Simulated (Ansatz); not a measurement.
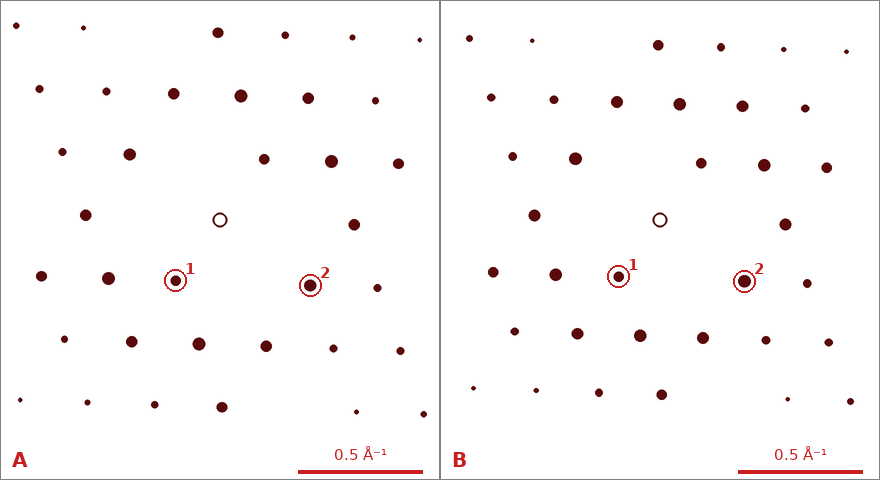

Kinematic electron diffraction patterns (300 kV, B = 0.5 Å², same scale) along [111] of the run's own cell, for the start and the end of one relaxation of TiCO3 with Ansatz, DFT, PAW plane waves, lda. k mesh 6×6×6. The start is a generated model structure, and the relaxation ends in the nearest stationary point of its symmetry, not necessarily the ground state. Spot 1 is -1 0 1 and spot 2 is 1 -2 1 in both.

Start structure:

```
Ti C O
1.0
     4.41284    0.00000    0.00000
    -2.20642    3.82163    0.00000
     0.00000   -2.54775    4.24089
Ti C O
2 2 6
Direct
  0.00000 0.00000 0.00000
  0.50000 0.00000 0.50000
  0.25000 0.50000 0.75000
  0.75000 0.50000 0.25000
  0.53870 0.50000 0.75000
  0.25000 0.78870 0.75000
  0.96130 0.21130 0.75000
  0.46130 0.50000 0.25000
  0.75000 0.21130 0.25000
  0.03870 0.78870 0.25000
```

Which pattern belongs to the start structure, and which to the relaxed one?

Answer. A is the start: its cell gives d(1) = 3.276 Å, d(2) = 2.206 Å and an angle of 90.0°. B is the relaxed structure, with d(1) = 3.505 Å (+7.0 %), d(2) = 2.360 Å (+7.0 %) and 90.0°.

What did the relaxation do to the structure and the energy?

Answer. The volume changed by +22.5 % to 8.76 Å³ an atom; with the mean shift removed, the atoms moved by up to 0.06 Å relative to the cell (O most); the space group stayed R-3c (No. 167); the free energy fell by 270 meV an atom. Relaxed cell: a = 4.721 Å, b = 4.721 Å, c = 5.296 Å, α = 116.47°, β = 90.00°, γ = 120.00°.
